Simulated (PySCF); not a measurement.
# C6H5I: the cost of one run

Programs: PySCF 2.14.0, with routines of our own; each step states its level. All values are computed. Atoms count from 0.

### 1 The starting structure

12 atoms, charge 0, multiplicity 1; geometry from: GFN2-xTB.

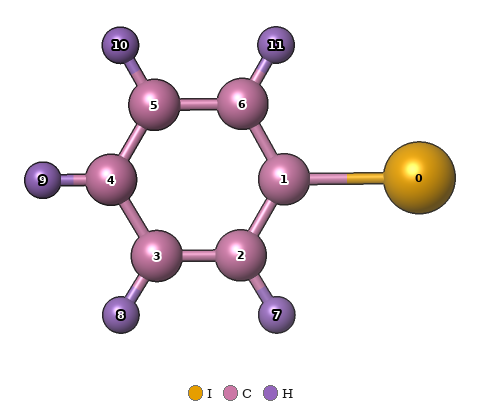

The starting geometry (iodine amber, carbon pink, hydrogen purple).

### 2 Geometry optimisation at PBE0-D3(BJ)/def2-SVP

What the job is given:

```
{"job": {"xc": "PBE0", "basis": "def2-SVP", "d3": "d3bj", "grid": 1, "maxiter": 30, "shake": 0.01, "kind": "geom"}, "charge": 0, "multiplicity": 1}
I      3.377520    -0.569670    -0.177380
C      1.261820    -0.210160    -0.072540
C      0.770520     1.089560    -0.054740
C     -0.541800     1.309390     0.023610
C     -1.452700     0.228440     0.065550
C     -0.961210    -1.053840     0.048230
C      0.416110    -1.288330    -0.022320
H      1.487680     1.933130    -0.089010
H     -0.954060     2.323920     0.065310
H     -2.516730     0.405400     0.143150
H     -1.643110    -1.901900     0.097080
H      0.795640    -2.294210    -0.035960
```

The run is started by

```bash
$ OMP_NUM_THREADS=1 python heavy_run.py task.json out
```

One launch serves the whole session: the jobs run in the order shown.

Q: Estimate the wall time and peak memory of this first job on 1 thread of Arm Neoverse V1, shared host.

About 67 s, with a peak of 0.53 GiB.
